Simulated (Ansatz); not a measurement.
## Electronic structure of C3H9OPSi2 in real space

The calculation's input:

```
crystal:
  periodic: [false, false, false]
  atoms:
    - {symbol: C, position_ang: [-4.462962, -0.857825, 1.004755]}
    - {symbol: C, position_ang: [-3.326581, -0.672339, 0.606904]}
    - {symbol: C, position_ang: [-1.376370, -1.004796, -1.702886]}
    - {symbol: O, position_ang: [-1.279569, 1.233482, 0.104316]}
    - {symbol: P, position_ang: [-0.115515, -1.430306, 1.432428]}
    - {symbol: Si, position_ang: [-1.594324, -0.399220, 0.047223]}
    - {symbol: Si, position_ang: [-1.507580, 2.576128, 1.060078]}
    - {symbol: H, position_ang: [-5.466359, -1.020885, 1.354237]}
    - {symbol: H, position_ang: [-1.582018, -2.084866, -1.770137]}
    - {symbol: H, position_ang: [-0.345901, -0.822209, -2.045712]}
    - {symbol: H, position_ang: [-2.069074, -0.477542, -2.377724]}
    - {symbol: H, position_ang: [-0.834262, -2.666612, 1.407681]}
    - {symbol: H, position_ang: [-0.772899, -0.968473, 2.614429]}
    - {symbol: H, position_ang: [-0.672289, 3.678420, 0.512766]}
    - {symbol: H, position_ang: [-1.090149, 2.287076, 2.463894]}
    - {symbol: H, position_ang: [-2.940740, 2.984846, 1.054433]}
basis:
  gaussian: {orbitals: def2-SVPD}
hamiltonian: {xc: pbe0}
output: {forces: true, orbitals: {seedname: orbitals}}
```

Run with:

```sh
ansatz run input.yaml --threads 4 --pin off --max-ram 7830MiB --events-out events.jsonl --progress --plain --runs-dir runs
```

Geometry: B3LYP-D3(BJ)/def2-SVP.

Method: isolated molecule in a Gaussian basis; Kohn-Sham density functional theory, functional PBE0 (Ansatz 0.2.0).

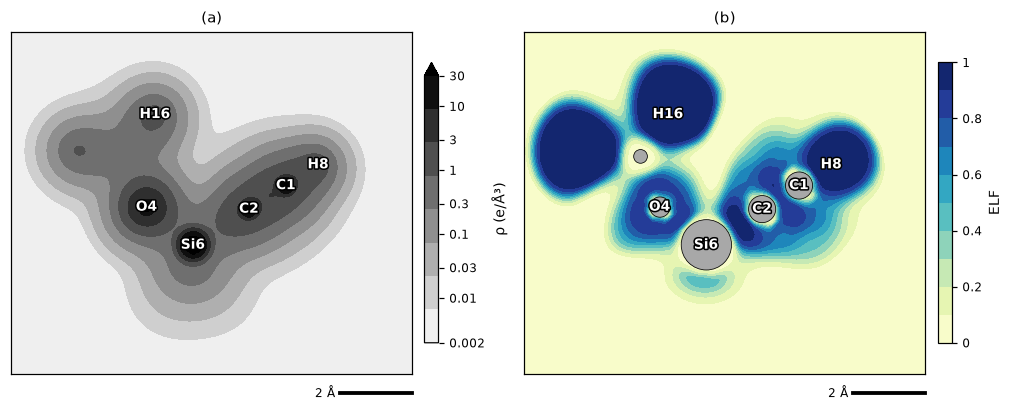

Figure 1. (a) total electron density; (b) ELF on the plane of atoms C2, Si6 and O4. Grey discs cover the atomic cores in the ELF map.

What does the map show?

Atoms in the plane: C, O, Si and H. C–C (1.22 Å): ρ at the midpoint is about 2.7 e/Å³; the ELF peaks at about 0.85 between the atoms; a multiple bond. Si–O (1.66 Å): ρ is about 1 e/Å³ halfway; the ELF peaks at about 0.85 between the atoms, as expected for a shared but strongly polarised pair. C–Si (1.84 Å): ρ is about 0.95 e/Å³ halfway; the ELF peaks at about 1 between the atoms: localised, covalent bonding. C–H (1.07 Å): the density is about 2 e/Å³ at the midpoint; the ELF climbs to about 1 towards the hydrogen, as it does in any bond to H; an ordinary covalent bond to hydrogen. The ELF also peaks beside O4, away from the bonds: lone-pair regions.

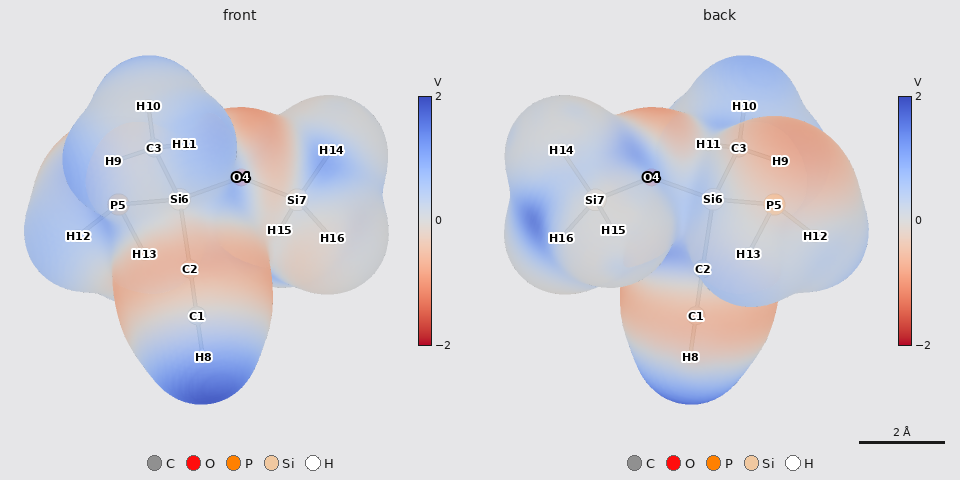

Figure 2. The electrostatic potential painted on the density surface at 0.002 e/bohr³, seen from the front and from behind; the colour scale runs from red (negative) to blue (positive).

Describe the electrostatic potential map.

The most negative region (about −0.8 V) lies over O4 and P5, the most positive (about +1.7 V) over H8.

How polar is the molecule by this calculation?

Its dipole moment is 1.39 D.

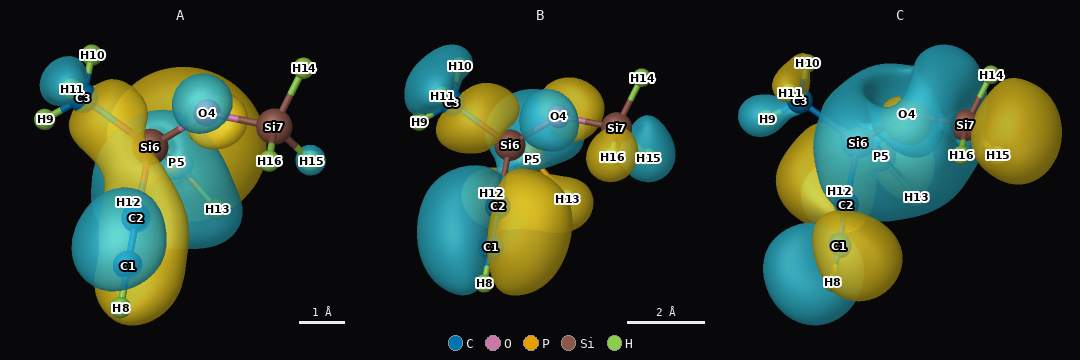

Figure 3. Three frontier orbitals at ±0.05 Å⁻³ᐟ² (yellow and cyan are the two phases), in no order.

Order the three orbitals by energy and name them.

B is the HOMO−1 (−8.34 eV). It lies mainly on C1 (about 30 %), C2 (about 25 %), P5 (about 10 %), O4 (about 5 %) and C3 (about 5 %). A is the HOMO (−7.32 eV). Its weight (Hirshfeld) is mainly on P5 (about 60 %), Si6 (about 10 %), C1 (about 10 %) and C2 (about 10 %). C is the LUMO (−0.51 eV). It lies mainly on C1 (about 20 %), Si6 (about 20 %), C2 (about 15 %), Si7 (about 15 %) and P5 (about 10 %).

What is the HOMO–LUMO gap?

6.81 eV between the orbital energies.
